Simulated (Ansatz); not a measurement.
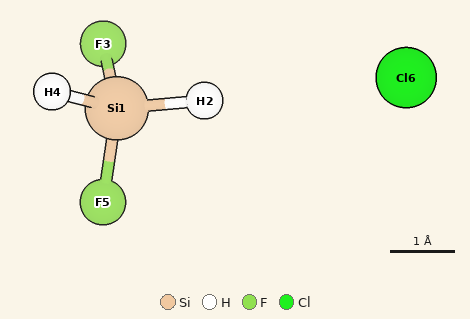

The input geometry (ball-and-stick view, seen at a tilt; atoms are numbered from 1 in the order of the input). Bond lengths as drawn: F–Si 1.60 Å and H–Si 1.46 Å.

Nudged elastic band of SiH2ClF2

- system: SiH2ClF2, multiplicity 2
- method: UHF/def2-SVP (Ansatz 0.2.0)

One setting was made poor on purpose. It belongs to a series of runs on one base structure; here: band between the two ends. Figures and captions count atoms from 1; the log counts them from 0 in places.

Log
```
Engine: ansatz 0.2.0, x86_64-unknown-linux-gnu
Functional definition: HF
  exchange = exact_x
  correlation = 0
717 factors; integrals over basis functions are off by at most 5.0e-4 eV
mean field evaluation 1: about -25797.0325 eV, gradient 2.4e1 eV
mean field evaluation 2: about -25797.0423 eV, gradient 2.4e1 eV
mean field evaluation 4: about -25800.6159 eV, gradient 2.3e0 eV
mean field evaluation 8: about -25800.6746 eV, gradient 6.0e-2 eV
mean field evaluation 16: about -25800.6728 eV, gradient 6.6e-3 eV
mean field evaluation 32: about -25800.6890 eV, gradient 5.0e-4 eV
mean field evaluation 64: about -25800.6892 eV, gradient 9.3e-2 eV
mean field evaluation 96: about -25800.6890 eV, gradient 2.0e-3 eV
mean field evaluation 128: about -25800.6879 eV, gradient 8.9e-3 eV
mean field evaluation 160: about -25800.6892 eV, gradient 1.4e-2 eV
mean field evaluation 192: about -25800.6728 eV, gradient 1.2e-2 eV
mean field evaluation 224: about -25800.6890 eV, gradient 1.5e-2 eV
mean field -25800.68942623 eV, -948.1578480785 hartree, gradient 7.5e-10 eV, S^2 0.755447; 3 other end points of the search recorded, 0 dependent functions left out
the calculation of the forces begins
reference -25800.68942623 eV, -948.1578480785 hartree; 26, 25 occupied and 48, 49 virtual orbitals, 717 factors
719 factors; integrals over basis functions are off by at most 5.7e-4 eV
mean field -25800.38962727 eV, -948.1468306699 hartree, gradient 8.9e-5 eV, S^2 0.753391; 0 other end points of the search recorded, 0 dependent functions left out
[... from here on the field's lines of each further geometry are left out, up to the last ...]
NEB iter   1: max|band force component| = 5.879e1 eV/Å  barrier→ = 12.0027 eV  barrier← = 11.7029 eV  Δτ_max = 0.1998 Å  (2110 SCF iters)
NEB iter   2: max|band force component| = 9.710e0 eV/Å  barrier→ = 1.0747 eV  barrier← = 0.7749 eV  Δτ_max = 0.2000 Å  (556 SCF iters)
NEB iter   3: max|band force component| = 8.364e0 eV/Å  barrier→ = 0.9276 eV  barrier← = 0.6278 eV  Δτ_max = 0.2000 Å  (534 SCF iters)
NEB iter   4: max|band force component| = 6.037e0 eV/Å  barrier→ = 1.0465 eV  barrier← = 0.7467 eV  Δτ_max = 0.2000 Å  (529 SCF iters)
NEB iter   5: max|band force component| = 1.705e0 eV/Å  barrier→ = 0.7152 eV  barrier← = 0.4154 eV  Δτ_max = 0.1989 Å  (625 SCF iters)
NEB iter   6: max|band force component| = 2.802e0 eV/Å  barrier→ = 0.9117 eV  barrier← = 0.6119 eV  Δτ_max = 0.0969 Å  (518 SCF iters)
NEB iter   7: max|band force component| = 6.999e-1 eV/Å  barrier→ = 0.9390 eV  barrier← = 0.6392 eV  Δτ_max = 0.0983 Å  (459 SCF iters)
NEB iter   8: max|band force component| = 9.762e-1 eV/Å  barrier→ = 0.8785 eV  barrier← = 0.5787 eV  CI = image 3  Δτ_max = 0.1018 Å  (500 SCF iters)
NEB iter   9: max|band force component| = 3.706e-1 eV/Å  barrier→ = 0.8717 eV  barrier← = 0.5719 eV  CI = image 3  Δτ_max = 0.1572 Å  (455 SCF iters)
NEB iter  10: max|band force component| = 1.953e-1 eV/Å  barrier→ = 0.8723 eV  barrier← = 0.5725 eV  CI = image 3  Δτ_max = 0.1022 Å  (459 SCF iters)
NEB iter  11: max|band force component| = 1.018e-1 eV/Å  barrier→ = 0.8703 eV  barrier← = 0.5705 eV  CI = image 3  Δτ_max = 0.0666 Å  (455 SCF iters)
the calculation of the forces begins
reference -25800.38454130 eV, -948.1466437639 hartree; 26, 25 occupied and 48, 49 virtual orbitals, 720 factors
719 factors; integrals over basis functions are off by at most 1.5e-3 eV
mean field -25799.81973688 eV, -948.1258875845 hartree, gradient 5.1e-5 eV, S^2 0.777699; 1 other end points of the search recorded, 0 dependent functions left out
the calculation of the forces begins
reference -25799.81973688 eV, -948.1258875845 hartree; 26, 25 occupied and 48, 49 virtual orbitals, 719 factors
NEB iter  12: max|band force component| = 4.177e-2 eV/Å  barrier→ = 0.8697 eV  barrier← = 0.5699 eV  CI = image 3  Δτ_max = 0.0000 Å  (1235 SCF iters)
```

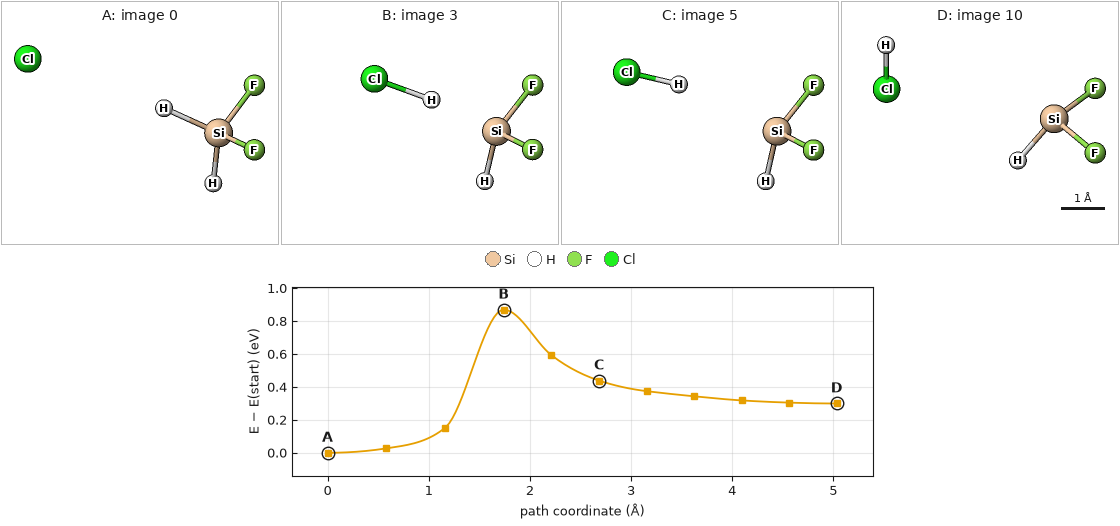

Images of the last band (counted from 0; ball-and-stick, seen at an oblique angle) above the energy along the path; the line is a cubic interpolation that uses the forces. The highest image is number 3, 0.870 eV above the start and 0.570 eV above the end (the climbing image); the end lies 0.300 eV above the start. The path is 5.04 Å long. The band converged in 12 iterations.

```
Total energy: -25799.81973688 eV, -948.1258875845 hartree
Atom 0 at    -0.002961     0.005776     0.013215 Å, force     0.016127    -0.027557    -0.050284 eV/Å
Atom 1 at     0.031356    -0.053803     1.785243 Å, force    -0.000094     0.000164     0.011936 eV/Å
Atom 2 at     1.492297    -0.016282    -0.530094 Å, force     0.007546     0.026427     0.014998 eV/Å
Atom 3 at    -0.698531     1.210548    -0.442375 Å, force     0.000840    -0.001447    -0.008545 eV/Å
Atom 4 at    -0.731523    -1.300179    -0.530036 Å, force    -0.026777     0.006461     0.014858 eV/Å
Atom 5 at    -0.027839     0.047939     3.248847 Å, force     0.002358    -0.004049     0.017037 eV/Å
Dipole moment:    -0.153710     0.266430    -0.283649 e Å
this run last wrote the band of iteration 12 to [file]
```

The last band as extended XYZ (Å, eV, eV/Å)
```
6
Properties=species:S:1:pos:R:3:forces:R:3 image=0 energy=-25800.68943
Si   -0.0087    0.0156   -0.2038    0.0018  -0.0031   0.0275
H     0.0344   -0.0592    1.2565   -0.0022   0.0038  -0.0129
F     1.4869   -0.0040   -0.7644   -0.0026   0.0028  -0.0061
H    -0.6921    1.1994   -0.7270    0.0040  -0.0070  -0.0033
F    -0.7394   -1.2893   -0.7646   -0.0011   0.0036  -0.0061
Cl   -0.0184    0.0315    4.7481    0.0001  -0.0001   0.0010
6
Properties=species:S:1:pos:R:3:forces:R:3 image=1 energy=-25800.66248
Si   -0.0005    0.0016   -0.1010    0.0052  -0.0086  -0.0198
H     0.0880   -0.1512    1.3478    0.0045  -0.0077  -0.0154
F     1.4782    0.0111   -0.7037   -0.0007   0.0051  -0.0206
H    -0.6987    1.2108   -0.5364    0.0000  -0.0001  -0.0141
F    -0.7482   -1.2744   -0.7033   -0.0042   0.0030  -0.0207
Cl   -0.0559    0.0961    4.2413   -0.0048   0.0083   0.0906
6
Properties=species:S:1:pos:R:3:forces:R:3 image=2 energy=-25800.53741
Si   -0.0052    0.0097   -0.0049    0.0060  -0.0100  -0.0272
H     0.0575   -0.0987    1.4529    0.0184  -0.0316  -0.2941
F     1.4844    0.0009   -0.5748   -0.0042   0.0137  -0.0314
H    -0.6979    1.2095   -0.4714    0.0056  -0.0097  -0.0385
F    -0.7425   -1.2847   -0.5747   -0.0098   0.0103  -0.0315
Cl   -0.0334    0.0574    3.7176   -0.0160   0.0274   0.4226
6
Properties=species:S:1:pos:R:3:forces:R:3 image=3 energy=-25799.81974
Si   -0.0030    0.0058    0.0132    0.0161  -0.0276  -0.0503
H     0.0314   -0.0538    1.7852   -0.0001   0.0002   0.0119
F     1.4923   -0.0163   -0.5301    0.0075   0.0264   0.0150
H    -0.6985    1.2105   -0.4424    0.0008  -0.0014  -0.0085
F    -0.7315   -1.3002   -0.5300   -0.0268   0.0065   0.0149
Cl   -0.0278    0.0479    3.2488    0.0024  -0.0040   0.0170
6
Properties=species:S:1:pos:R:3:forces:R:3 image=4 energy=-25800.09621
Si   -0.0008    0.0021   -0.1202    0.0083  -0.0142  -0.1400
H     0.0395   -0.0681    2.1366    0.0072  -0.0125   0.3596
F     1.4980   -0.0085   -0.6666    0.0011   0.0070  -0.1352
H    -0.7022    1.2169   -0.5576   -0.0026   0.0046  -0.1252
F    -0.7410   -1.3012   -0.6666   -0.0066   0.0025  -0.1353
Cl   -0.0308    0.0528    3.4192   -0.0073   0.0126   0.1762
6
Properties=species:S:1:pos:R:3:forces:R:3 image=5 energy=-25800.25047
Si    0.0032   -0.0047   -0.2390   -0.0012   0.0021  -0.0542
H     0.0662   -0.1143    2.4209    0.0125  -0.0216   0.1302
F     1.4948   -0.0067   -0.8118   -0.0124  -0.0059  -0.0666
H    -0.6988    1.2112   -0.6820    0.0013  -0.0022  -0.0525
F    -0.7409   -1.2975   -0.8117    0.0113   0.0077  -0.0666
Cl   -0.0617    0.1061    3.6684   -0.0115   0.0199   0.1097
6
Properties=species:S:1:pos:R:3:forces:R:3 image=6 energy=-25800.31479
Si    0.0003    0.0003   -0.3461    0.0014  -0.0021  -0.0116
H     0.1599   -0.2768    2.7065    0.0170  -0.0294   0.0437
F     1.4772    0.0170   -0.9597    0.0046  -0.0003  -0.0285
H    -0.7082    1.2268   -0.7491   -0.0067   0.0115  -0.0166
F    -0.7519   -1.2708   -0.9597   -0.0021  -0.0043  -0.0286
Cl   -0.1144    0.1974    3.8529   -0.0142   0.0246   0.0416
6
Properties=species:S:1:pos:R:3:forces:R:3 image=7 energy=-25800.34611
Si   -0.0026    0.0055   -0.4006    0.0061  -0.0111  -0.0180
H     0.2984   -0.5163    3.0051    0.0171  -0.0297   0.0404
F     1.4559    0.0508   -1.0617   -0.0160   0.0023  -0.0060
H    -0.7204    1.2481   -0.7375   -0.0006   0.0009  -0.0019
F    -0.7708   -1.2354   -1.0614    0.0062   0.0153  -0.0059
Cl   -0.1977    0.3414    3.8009   -0.0129   0.0223  -0.0086
6
Properties=species:S:1:pos:R:3:forces:R:3 image=8 energy=-25800.37116
Si    0.0060   -0.0092   -0.4461    0.0088  -0.0160  -0.0155
H     0.3731   -0.6455    3.3722    0.0055  -0.0095   0.0311
F     1.4393    0.0752   -1.1597   -0.0039   0.0084  -0.0025
H    -0.7205    1.2499   -0.6955   -0.0009   0.0016   0.0051
F    -0.7847   -1.2080   -1.1592   -0.0051   0.0079  -0.0023
Cl   -0.2504    0.4316    3.6332   -0.0043   0.0075  -0.0159
6
Properties=species:S:1:pos:R:3:forces:R:3 image=9 energy=-25800.38454
Si    0.0503   -0.0864   -0.5012    0.0031  -0.0056  -0.0015
H     0.3607   -0.6242    3.6798   -0.0020   0.0034   0.0110
F     1.4172    0.1154   -1.3155   -0.0020   0.0017  -0.0065
H    -0.6866    1.1916   -0.5013    0.0009  -0.0016   0.0093
F    -0.8085   -1.1680   -1.3165   -0.0004   0.0026  -0.0064
Cl   -0.2702    0.4656    3.4994    0.0004  -0.0006  -0.0058
6
Properties=species:S:1:pos:R:3:forces:R:3 image=10 energy=-25800.38963
Si    0.1023   -0.1779   -0.5584   -0.0029   0.0046  -0.0124
H     0.3154   -0.5492    3.8916   -0.0098   0.0171  -0.0079
F     1.3766    0.1844   -1.4629   -0.0002   0.0015   0.0063
H    -0.6184    1.0705   -0.2455    0.0041  -0.0071  -0.0010
F    -0.8469   -1.0980   -1.4671   -0.0011   0.0010   0.0063
Cl   -0.2662    0.4642    3.3871    0.0099  -0.0172   0.0087
```

This output came from the following input.

Input file
```yaml
crystal:
  periodic: [false, false, false]
  atoms:
    - { symbol: Si, position_ang: [-0.008675, 0.015633, -0.203797] }
    - { symbol: H, position_ang: [0.034416, -0.059222, 1.256512] }
    - { symbol: F, position_ang: [1.486869, -0.004014, -0.76441] }
    - { symbol: H, position_ang: [-0.692088, 1.199428, -0.727029] }
    - { symbol: F, position_ang: [-0.73937, -1.28932, -0.764603] }
    - { symbol: Cl, position_ang: [-0.018353, 0.031494, 4.748127] }
magnetization:
  spin_polarized: true
  initial_magnetization: 1
basis:
  gaussian: { orbitals: def2-SVP }
hamiltonian:
  xc: hf
neb:
  order_check: false
  images: 9
  f_tol: 0.05
  max_iterations: 60
  spring: 50.0
  final_atoms:
    - { symbol: Si, position_ang: [0.10227989, -0.177877, -0.55844248] }
    - { symbol: H, position_ang: [0.31538541, -0.54921186, 3.8916407] }
    - { symbol: F, position_ang: [1.37661202, 0.18440928, -1.46286681] }
    - { symbol: H, position_ang: [-0.61835365, 1.07051161, -0.24551588] }
    - { symbol: F, position_ang: [-0.84689557, -1.09800629, -1.46707579] }
    - { symbol: Cl, position_ang: [-0.2662291, 0.46417325, 3.38706024] }
  initial_path:
    images:
      - { positions_ang: [[-0.008675, 0.015633, -0.203797], [0.034416, -0.059222, 1.256512], [1.486869, -0.004014, -0.76441], [-0.692088, 1.199428, -0.727029], [-0.73937, -1.28932, -0.764603], [-0.018353, 0.031494, 4.748127]] }
      - { positions_ang: [[-0.00700454, 0.01261688, -0.16303308], [0.02765498, -0.047587, 1.34721392], [1.48925279, -0.00300155, -0.71758714], [-0.69132799, 1.19802367, -0.67856067], [-0.74139837, -1.29072642, -0.71773874], [-0.01437787, 0.02467341, 4.47450572]] }
      - { positions_ang: [[-0.00533409, 0.00960076, -0.12226917], [0.02089395, -0.03595199, 1.43791583], [1.49163659, -0.0019891, -0.67076429], [-0.69056797, 1.19661934, -0.63009234], [-0.74342673, -1.29213283, -0.67087448], [-0.01040274, 0.01785282, 4.20088444]] }
      - { positions_ang: [[-0.00366363, 0.00658464, -0.08150525], [0.01413293, -0.02431699, 1.52861775], [1.49402038, -0.00097665, -0.62394143], [-0.68980796, 1.19521501, -0.58162401], [-0.7454551, -1.29353925, -0.62401022], [-0.00642762, 0.01103223, 3.92726316]] }
      - { positions_ang: [[-0.00199317, 0.00356852, -0.04074133], [0.0073719, -0.01268198, 1.61931967], [1.49640418, 3.58e-05, -0.57711858], [-0.68904795, 1.19381068, -0.53315567], [-0.74748347, -1.29494567, -0.57714596], [-0.00245249, 0.00421164, 3.65364188]] }
      - { positions_ang: [[-0.00032272, 0.0005524, 2.258e-05], [0.00061088, -0.00104698, 1.71002158], [1.49878797, 0.00104825, -0.53029572], [-0.68828793, 1.19240635, -0.48468734], [-0.74951184, -1.29635208, -0.5302817], [0.00152264, -0.00260895, 3.3800206]] }
      - { positions_ang: [[0.0201978, -0.03513348, -0.11167043], [0.06356579, -0.11067995, 2.14634541], [1.47435278, 0.03772046, -0.71680994], [-0.67430108, 1.1680274, -0.43685305], [-0.76898858, -1.25668292, -0.71764052], [-0.05202771, 0.09074749, 3.38142853]] }
      - { positions_ang: [[0.04071833, -0.07081936, -0.22336344], [0.12652069, -0.22031293, 2.58266923], [1.44991759, 0.07439266, -0.90332416], [-0.66031422, 1.14364846, -0.38901876], [-0.78846533, -1.21701376, -0.90499934], [-0.10557806, 0.18410393, 3.38283646]] }
      - { positions_ang: [[0.06123885, -0.10650524, -0.33505645], [0.1894756, -0.3299459, 3.01899306], [1.4254824, 0.11106487, -1.08983837], [-0.64632737, 1.11926951, -0.34118446], [-0.80794208, -1.17734461, -1.09235815], [-0.1591284, 0.27746037, 3.38424438]] }
      - { positions_ang: [[0.08175937, -0.14219112, -0.44674946], [0.2524305, -0.43957888, 3.45531688], [1.40104721, 0.14773708, -1.27635259], [-0.63234051, 1.09489056, -0.29335017], [-0.82741882, -1.13767545, -1.27971697], [-0.21267875, 0.37081681, 3.38565231]] }
      - { positions_ang: [[0.10227989, -0.177877, -0.55844248], [0.31538541, -0.54921186, 3.8916407], [1.37661202, 0.18440928, -1.46286681], [-0.61835365, 1.07051161, -0.24551588], [-0.84689557, -1.09800629, -1.46707579], [-0.2662291, 0.46417325, 3.38706024]] }
```

Launched with:
```bash
ansatz run input.yaml --threads 1 --pin off --max-ram 2048MiB --backend cpu --events-out ev --progress --plain --runs-dir out
```

Results in brief

- outcome: converged
- barrier, forward: 0.870 eV
- barrier, backward: 0.570 eV
- hardware: 1 thread of AMD EPYC (Zen 3), 32 GiB of memory available, shared host
- wall time: 4.6 min
- peak memory: 0.23 GiB

Notes

A deliberately poor setting: spring. The order of the saddle point was not checked.
